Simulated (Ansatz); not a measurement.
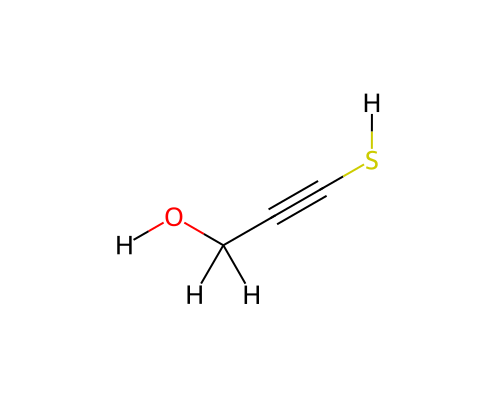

Simulated data, not a measurement (program: Ansatz).

### Write the SMILES.

OCC#CS

### Give the formula, hydrogens included.

C3H4OS.

### An optimisation with PBE-D4/def2-SVP gave a structure of which point group?

C1.
